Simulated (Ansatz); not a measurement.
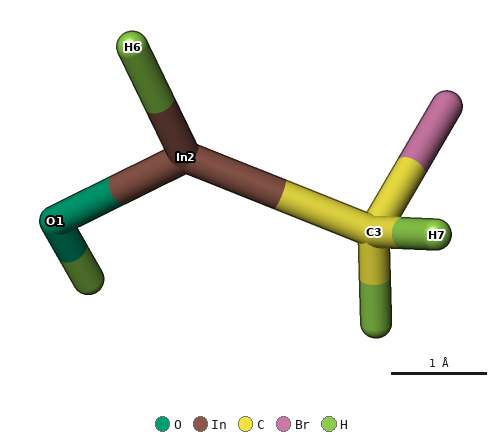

Figure 1. The input geometry (stick view, seen at a tilt; atoms are numbered from 1 in the order of the input). Sticks mark near contacts.

**Single-point calculation, with input and output: CH4BrInO (charge +1)**

The run: single-point calculation of CH4BrInO, charge +1, multiplicity 2. Method and program: ROKS PBE0-d4/def2-mTZVP (Ansatz 0.2.0).

The geometry comes from this level: PBE0-D4/def2-TZVP.

### Log
```
Functional definition: PBE0
  name "PBE0"
  cite "Adamo & Barone, J. Chem. Phys. 110, 6158 (1999) doi:10.1063/1.478522"
  cite "Perdew, Burke & Ernzerhof, Phys. Rev. Lett. 77, 3865 (1996) doi:10.1103/PhysRevLett.77.3865"
  parent pbe
  parameter a = 0.25
  parameter kappa = 0.804
  parameter beta = 0.06672455060314922
  exchange = (1 - a)*pbe_x(kappa = kappa, mu = beta*pi^2/3) + a*exact_x
  correlation = pbe_c(beta = beta)
2551 factors; integrals over basis functions are off by at most 4.6e-9 eV
mean field evaluation 1: about -78328.6698 eV, gradient 1.0e2 eV
mean field evaluation 2: about -78328.7038 eV, gradient 1.0e2 eV
mean field evaluation 4: about -78337.0659 eV, gradient 6.9e1 eV
mean field evaluation 8: about -78349.0686 eV, gradient 6.8e0 eV
mean field evaluation 16: about -78349.2312 eV, gradient 4.5e-2 eV
mean field evaluation 32: about -78349.2312 eV, gradient 1.2e-7 eV
mean field evaluation 64: about -78234.4655 eV, gradient 1.5e2 eV
mean field -78349.23120729 eV, -2879.2811398514 hartree, gradient 3.9e-8 eV, S^2 0.750000; 5 other end points of the search recorded, 0 dependent functions left out
reference -78349.23121141 eV, -2879.2811400030 hartree; 37, 36 occupied and 90, 91 virtual orbitals, 2551 factors
Total energy: -78349.36010165 eV, -2879.2858766318 hartree
```

This output came from the following input.

### Input
```yaml
crystal:
  periodic: [false, false, false]
  atoms:
    - {symbol: O, position_ang: [-2.058960, 0.986549, 0.155408]}
    - {symbol: In, position_ang: [-0.109368, 0.904477, 0.539772]}
    - {symbol: C, position_ang: [0.827103, -0.938605, -0.082929]}
    - {symbol: Br, position_ang: [1.405675, -0.518817, -1.909798]}
    - {symbol: H, position_ang: [-2.400366, 0.202026, -0.278850]}
    - {symbol: H, position_ang: [0.549382, 2.317247, 1.221019]}
    - {symbol: H, position_ang: [1.723520, -1.220778, 0.462691]}
    - {symbol: H, position_ang: [0.155012, -1.789198, -0.163112]}
basis:
  gaussian: {orbitals: def2-mTZVP}
total_charge: 1
magnetization: {spin_polarized: false, initial_magnetization: 1}
hamiltonian: {xc: {name: PBE0}, dispersion: d4}
accuracy: high
```

Launch command:
```bash
ansatz run in.yaml --threads 4 --pin off --events-out ev --progress --plain --max-ram 10444MiB
```

### Summary

```tsv
quantity	value
outcome	converged
total energy	−78349.3601 eV
mean-field energy	−78349.2312 eV
dispersion energy	−0.1289 eV
⟨S²⟩	0.750
SCF solution under orbital rotations	stable
hardware	4 threads of Intel Xeon @ 2.90GHz, 15 GiB of memory available, shared host
wall time	14 s (CPU time 47 s)
peak memory	0.79 GiB
```
